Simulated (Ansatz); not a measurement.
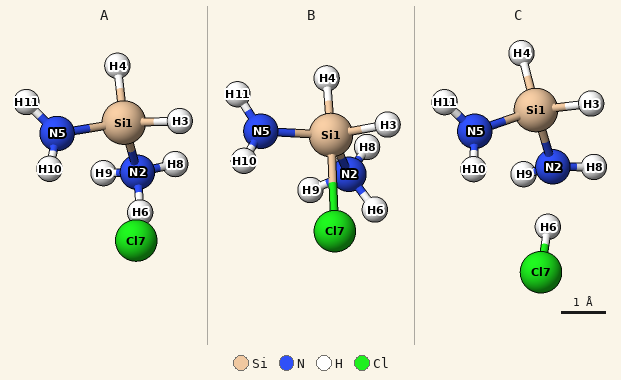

Three geometries of SiN$_{2}$H$_{7}$Cl: a saddle point and the two minima that it joins, in shuffled order. The picture is a ball-and-stick view, seen from a free direction. Sticks join atoms that are closer than about 1.2 times the sum of their covalent radii (a little more with hydrogen).

Stationary points at PBE0-D4/def2-TZVP, single-point energies with CCSD(T)/CBS, B3LYP-D4, BHLYP-D4 (def2-TZVPP where no basis is named; Ansatz 0.2.0). The energies are electronic, without zero-point or thermal terms, and both ends are the minima reached downhill from the saddle, with any fragments still in contact. CCSD(T)/CBS stands for a frozen-core estimate: MP2 correlation extrapolated from def2-TZVPP and def2-QZVPP, CCSD(T) minus MP2 from the smaller set.

> Identify the saddle point and describe the reaction.

Frame A is the saddle point. Counted by bonded pieces, C holds HCl + SiH₆N₂ and B holds SiH₇N₂Cl. From C over the saddle to B, bonds form: Si1–Cl7 (3.77 → 2.85 → 2.32 Å), N2–H6 (1.67 → 1.08 → 1.02 Å). A bond breaks: H6–Cl7 (1.36 → 1.90 → 2.47 Å). The saddle has one imaginary mode, 107i cm⁻¹. With CCSD(T)/CBS the barrier is 12.2 kJ/mol from C and 10.4 kJ/mol from B, and B lies 1.8 kJ/mol above C.

```csv
level,barrier from C (kJ/mol),barrier from B (kJ/mol),B less C (kJ/mol)
CCSD(T)/CBS,12.2,10.4,1.8
B3LYP-D4,17.3,3.2,14.1
BHLYP-D4,14.3,5.5,8.8
```

Against CCSD(T)/CBS, BHLYP-D4 comes closest on the barrier from C (+2.1 kJ/mol) and B3LYP-D4 misses most (+5.1 kJ/mol).
